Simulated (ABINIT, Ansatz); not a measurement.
# CsCdCl3 (Pm-3m): G0W0 with ABINIT, start to end, part 3 of 3

How does a plane-wave GW calculation on CsCdCl3 (Pm-3m) run from the first input to the gap?

ABINIT 10.8.3; LDA and many-body steps on it, plane waves. Known limits of the many-body steps: not at the basis limit; d shell near the gap, gap tends to lie low; no spin-orbit coupling; coarse k mesh.

So far. Step 4 (Empty states on the mesh, 2×2×2 mesh, 488 bands): On this mesh the gap is 1.511 eV. Step 5 (Screening, 2×2×2 mesh, 444 bands, screening to 217.7 eV): Local fields lower ε∞ by 9 %. On a Γ-centred mesh this coarse the value itself is usually too large, while a short band sum pulls it down.

The database entry behind the starting cell is an old determination (1928), so it need not match the best structure at ambient conditions.

## 6. Self-energy, 2×2×2 mesh, 444 bands, screening to 217.7 eV

The self-energy is evaluated for the states that the input lists, and the levels follow from it, in one-shot runs by the linearised quasiparticle equation.

This step: G0W0 on LDA, plane waves, norm-conserving pseudopotentials.

run.abi

```
acell 3*1.0 Angstrom
rprim 
  5.200000000000 0.000000000000 0.000000000000
  0.000000000000 5.200000000000 0.000000000000
  0.000000000000 0.000000000000 5.200000000000
ntypat 3
znucl 55 48 17
natom 5
typat 1 2 3 3 3
xred 
  0.000000000000 0.000000000000 0.000000000000
  0.500000000000 0.500000000000 0.500000000000
  0.000000000000 0.500000000000 0.500000000000
  0.500000000000 0.000000000000 0.500000000000
  0.500000000000 0.500000000000 0.000000000000
pp_dirpath "pseudos"
pseudos "Cs.upf, Cd.upf, Cl.upf"
ecut 47
ngkpt 2 2 2
nshiftk 1
shiftk 0 0 0
kptopt 1
chksymbreak 0
istwfk *1
occopt 1
irdwfk 1
optdriver 4
nband 444
gwcalctyp 0
ecutsigx 47
symsigma 1
nkptgw 2
kptgw 
  0.5000000000 0.5000000000 0.5000000000
  0.0000000000 0.0000000000 0.0000000000
bdgw 
  24 28
  23 27
ecuteps 8
irdscr 1
ppmodel 1
indata_prefix "in"
outdata_prefix "out"
tmpdata_prefix "tmp"
```

Run with:

```console
OMP_NUM_THREADS=1 mpirun -n 4 abinit run.abi > log
```

Numbers of over 12 decimals in the logs are rounded to 6 here.

Log:

```text
.Version 10.8.3 of ABINIT. v10.8.2 released Aug 2026.

 Symmetries : space group Pm -3 m (#221); Bravais cP (primitive cubic)
[... echo of the input left out ...]
== DATASET  1 ==================================================================
-   mpi_nproc: 4, omp_nthreads: 1 (-1 if OMP is not activated)

--- !DatasetInfo
iteration_state: {dtset: 1, }
dimensions: {natom: 5, nkpt: 4, mband: 444, nsppol: 1, nspinor: 1, nspden: 1, mpw: 14604, }
cutoff_energies: {ecut:  47.0, pawecutdg:  -1.0, }
electrons: {nelect:   5.00000000E+01, charge:   0.00000000E+00, occopt:   1.00000000E+00, tsmear:   1.00000000E-02, }

 SIGMA: Calculation of the GW corrections

 Based on a program developped by R.W. Godby, V. Olevano, G. Onida, and L. Reining.
 Incorporated in ABINIT by V. Olevano, G.-M. Rignanese, and M. Torrent.
.Using double precision arithmetic ; gwpc =  8

[... cell and pseudopotentials left out ...]
--------------------------------------------------------------------------------

 ==== K-mesh for the wavefunctions ====
 Number of points in the irreducible wedge :     4
[... list of points left out ...]
 Together with 48 symmetry operations and time-reversal symmetry
 yields     8 points in the full Brillouin Zone.

 ==== Q-mesh for screening function ====
 Number of points in the irreducible wedge :     4
[... list of points left out ...]
 Together with 48 symmetry operations and time-reversal symmetry
 yields     8 points in the full Brillouin Zone.

 vcoul_init : cutoff-mode = AUXILIARY_FUNCTION
 q-points for optical limit:   1
     1)      0.000010    0.000020    0.000030
 setmesh: FFT mesh size selected  =    64x   64x   64
          total number of points  =       262144

 Number of electrons calculated from density =   50.0000; Expected =   50.0000
 average of density, n =  0.052694
 r_s =    1.6547
 omega_plasma =   22.1430 [eV]

 === KS Band Gaps ===
  >>>> For spin  1
   Minimum direct gap =   2.0937 [eV], located at k-point      :   0.0000  0.0000  0.0000
   Fundamental gap    =   1.5109 [eV], Top of valence bands at :   0.5000  0.5000  0.5000
                                       Bottom of conduction at :   0.0000  0.0000  0.0000
 SIGMA fundamental parameters:
 PLASMON POLE MODEL  1
 number of plane-waves for SigmaX                14531
 number of plane-waves for SigmaC and W           1021
 number of plane-waves for wavefunctions         14531
 number of bands                                   444
 number of independent spin polarizations            1
 number of spinorial components                      1
 number of k-points in IBZ                           4
 number of q-points in IBZ                           4
 number of symmetry operations                      48
 number of k-points in BZ                            8
 number of q-points in BZ                            8
 number of frequencies for dSigma/dE                 9
 frequency step for dSigma/dE [eV]                0.25
 number of omega for Sigma on real axis              0
 max omega for Sigma on real axis  [eV]           0.00
 zcut for avoiding poles [eV]                     0.10

 EPSILON^-1 parameters (SCR file):
 dimension of the eps^-1 matrix on file           1021
 dimension of the eps^-1 matrix used              1021
 number of plane-waves for wavefunctions         14531
 number of bands                                   444
 number of q-points in IBZ                           4
 number of frequencies                               2
 number of real frequencies                          1
 number of imag frequencies                          1

 matrix elements of self-energy operator (all in [eV])

 Perturbative Calculation

--- !SelfEnergy_ee
iteration_state: {dtset: 1, }
kpoint     : [   0.500,    0.500,    0.500, ]
spin       : 1
KS_gap     :    5.653
QP_gap     :    7.704
Delta_QP_KS:    2.051
data: !SigmaeeData |
     Band     E0 <VxcDFT>   SigX SigC(E0)      Z dSigC/dE  Sig(E)    E-E0       E
       24   1.681 -17.254 -21.080   2.420   0.788  -0.269 -18.363  -1.109   0.572
       25   1.681 -17.254 -21.080   2.420   0.788  -0.269 -18.363  -1.109   0.572
       26   7.334  -9.931  -5.011  -3.790   0.833  -0.201  -8.990   0.942   8.276
       27   7.334  -9.931  -5.011  -3.790   0.833  -0.201  -8.990   0.942   8.276
       28   7.334  -9.931  -5.011  -3.790   0.833  -0.201  -8.990   0.942   8.276

--- !SelfEnergy_ee
iteration_state: {dtset: 1, }
kpoint     : [   0.000,    0.000,    0.000, ]
spin       : 1
KS_gap     :    2.094
QP_gap     :    4.559
Delta_QP_KS:    2.466
data: !SigmaeeData |
     Band     E0 <VxcDFT>   SigX SigC(E0)      Z dSigC/dE  Sig(E)    E-E0       E
       23   1.098 -14.307 -18.491   2.436   0.784  -0.276 -15.676  -1.369  -0.271
       24   1.098 -14.307 -18.491   2.436   0.784  -0.276 -15.676  -1.369  -0.271
       25   1.098 -14.307 -18.491   2.436   0.784  -0.276 -15.676  -1.369  -0.271
       26   3.192 -13.086  -8.162  -3.590   0.821  -0.217 -11.990   1.096   4.288
       27   7.246  -7.982  -3.357  -3.650   0.846  -0.182  -7.157   0.825   8.070

== END DATASET(S) ==============================================================
================================================================================

 -outvars: echo values of variables after computation  --------
           etotal      0.0000000000E+00
            nband         444
             nkpt           4
          spgroup         221
 [... the other variables as echoed above ...]

 Calculation completed.
```

Wall time 3.3 min (4 MPI ranks of Intel Xeon Platinum 8375C at 2.90GHz (Ice Lake), shared host); peak memory 4.7 GiB.

Numbers from this step:

- G0W0 gap on the points computed: 3.716 eV
- starting gap on the mesh: 1.511 eV
- k of the valence top: 0.5, 0.5, 0.5
- k of the conduction bottom: 0, 0, 0
- Z at the valence top: 0.788
- Z at the conduction bottom: 0.821
- least direct G0W0 gap on the computed points: 4.559 eV

The gap on the mesh goes from 1.51 eV to 3.72 eV, a correction of +2.21 eV.

Limits: finite bands, cutoff and mesh; d shell near the gap, gap tends to lie low; no spin-orbit coupling; coarse k mesh. v1 is the top filled band, c1 the lowest empty one. The levels before and after the correction (eV, zero at the valence-band top of each column):

```csv
,conduction bottom,valence top
Kohn-Sham,1.51,0.00
G0W0,3.72,0.00
```

```csv
,level,energy (eV)
Kohn-Sham,(0.5 0.5 0.5) v2-v1,0.000
Kohn-Sham,(0.5 0.5 0.5) c1-c3,5.653
Kohn-Sham,Γ v3-v1,-0.583
Kohn-Sham,Γ c1,1.511
Kohn-Sham,Γ c2,5.565
G0W0,(0.5 0.5 0.5) v2-v1,0.000
G0W0,(0.5 0.5 0.5) c1-c3,7.704
G0W0,Γ v3-v1,-0.843
G0W0,Γ c1,3.716
G0W0,Γ c2,7.498
```

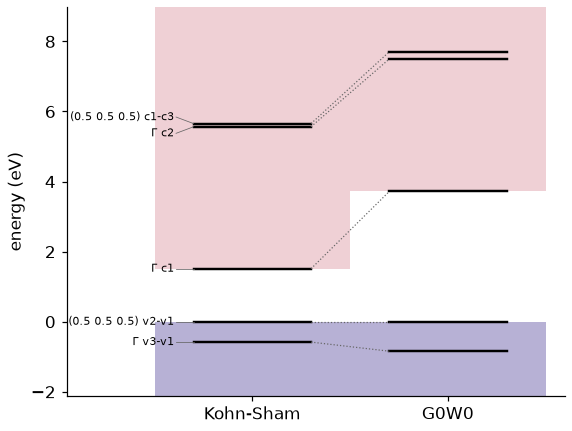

Levels before and after the correction. Shaded: valence and conduction bands.

## 7. Where the time went

Times are wall times on 4 MPI ranks of Intel Xeon Platinum 8375C at 2.90GHz (Ice Lake), shared host, good to a factor of about two.

```csv
step,time,share,memory (GiB)
ground state,99 s,6 %,0.6
bands along the symmetry lines,2.3 min,9 %,0.6
empty states on the mesh,14 min,54 %,0.95
screening,5 min,19 %,4.5
self-energy,3.3 min,12 %,4.7
```

## 8. Results

```
LDA gap              : 1.51 eV, indirect
G0W0 gap on the mesh : 3.72 eV
GW settings          : 2×2×2 mesh, 444 bands, screening to 217.7 eV, Godby-Needs plasmon pole
known limits         : not at the basis limit; d shell near the gap, gap tends to lie low; no spin-orbit coupling; coarse k mesh
```

What this shows: G0W0 moves the gap on the mesh from 1.51 eV to 3.72 eV (+2.21 eV), with Z of 0.79 and 0.82 at the edges. Local fields lower the RPA ε∞ on this mesh from 5.01 to 4.54; a Γ-centred mesh this coarse tends to raise both, most where the direct gap is narrow, while a short band sum lowers them. Only 2 of the mesh's irreducible points were corrected, so a valley elsewhere could overtake. The dearest step here is «empty states on the mesh». Bands and cutoff are finite, so the gap is not at the basis limit. The miss can reach some tenths of an eV and take either sign; the mesh is an error of its own. In the G0W0 run levels were corrected at 2 k points alone, so a gap called «on the mesh» is the least over those, and an edge elsewhere would be missed. The 2×2×2 mesh is coarse for this cell, which bears on the long-range parts of exchange and screening. This is the ideal cubic cell; many perovskites, halides above all, are cubic only on average, and local tilts or off-centring can widen the gap. A d shell, filled or nearly so, lies near the gap. One-shot GW converges very slowly in bands there, not always from below, and on a semilocal start the gap tends to come out low; starts rich in exact exchange can overshoot instead. The many-body steps are scalar-relativistic: spin-orbit coupling is not in them.

[Paths, hosts, dates, memory and timing lines, banners, echoed tables and standing remarks are left out of the program output.]

[Logs are printed without paths, hosts, clocks, repeated set-up lines and the standing remarks that a program may print on its own settings, such as how far it seeks lower states.]

[Runs of the session that timed out or met a known fault of the program may be left out.]

[Hosts, paths, dates, database ids (printed as entryN), source tags and the programs' standing remarks are cut or masked in the printed files.]

[G0W0 gaps are taken among the corrected bands and points alone; a level outside them can change the order at an edge.]

[Where Ansatz stands beside ABINIT at settings called matched, ABINIT's density can come from a denser mesh and the files from another edition; pairs whose starting gaps differed by over 0.03 eV were left out, so agreement reads better than it is.]
